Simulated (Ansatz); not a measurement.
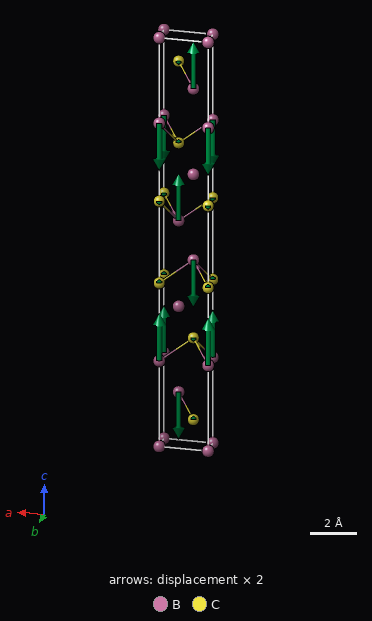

This is a relaxation of crystalline B3C2 (built on the tetradymite_166 type) (coarse preliminary run). The starting structure is drawn; green arrows show the displacements (the part carried along by the change of the cell is left out), magnified 2 times.

Style: ball-and-stick. Shown: the conventional cell (3 times the calculation's cell), from a free direction. Lengths and directions refer to the drawn axes.

Case: tetradymite type (R-3m, No. 166).

All numbers below come from DFT PBE, scalar-relativistic, plane waves, PAW in Ansatz 0.2.0.

Input
```yaml
crystal:
  lattice:
    - [1.2972339185, 0.748958352, 6.0133372414]
    - [-1.2972339185, 0.748958352, 6.0133372414]
    - [0.0, -1.4979167041, 6.0133372414]
  atoms:
    - { symbol: B, position: [0.0, 0.0, 0.0] }
    - { symbol: B, position: [0.2095, 0.2095, 0.2095] }
    - { symbol: B, position: [0.7905, 0.7905, 0.7905] }
    - { symbol: C, position: [0.4, 0.4, 0.4] }
    - { symbol: C, position: [0.6, 0.6, 0.6] }
basis:
  ecutwfc: 420
kpoints:
  mp_grid: { grid: [6, 6, 6] }
hamiltonian:
  xc: pbe
scf:
  occupations: { method: gaussian, width: 0.1 }
  lower_state_search: "off"
output:
  forces: true
  stress: true
  eigenvalues: true
relax:
  adjacent_minimum: "off"
  f_tol: 0.04
  max_steps: 70
  cell: { stress_tol: 0.4 }
```

Command:
```bash
ansatz run input.yaml --threads 1 --pin off --max-ram 2560MiB --backend cpu --events-out ev --progress --plain --runs-dir out
```

### Atoms of which element are displaced furthest, and by how much?

Boron: up to 1.06 Å, against 0.09 Å for carbon.

### What did the optimiser do to the structure, and how much energy did it gain?

The largest moves relative to the cell, 1.06 Å, are those of B2 and B3. B2 goes along +c. By element the largest moves are B 1.06 Å, C 0.09 Å. Cell: a = b 2.594 → 2.690 Å (+3.7 %), c 18.040 → 20.992 Å (+16.4 %). Volume +25.1 %. Near-neighbour distances that change, for instance: B2–B3 2.152 → 4.216 Å, B1–B2 2.690 → 2.186 Å, B2–C5 1.819 → 1.554 Å. Bond angles that change, for instance: C5–B2–C5 91.0° → 119.9°, B2–C5–B2 91.0° → 119.9°. The space group stays R-3m (No. 166). After 16 accepted moves (19 points after the start) the energy has fallen by 577 meV per atom. The largest force component goes from 2.4 to 0.0022 eV/Å. Pressure: −36.23 GPa at the start and 0.02 GPa at the end. At 3 points the geometry stayed and the basis and grid were re-selected for the new cell (energy shift of 6.8 meV per atom at most each time).
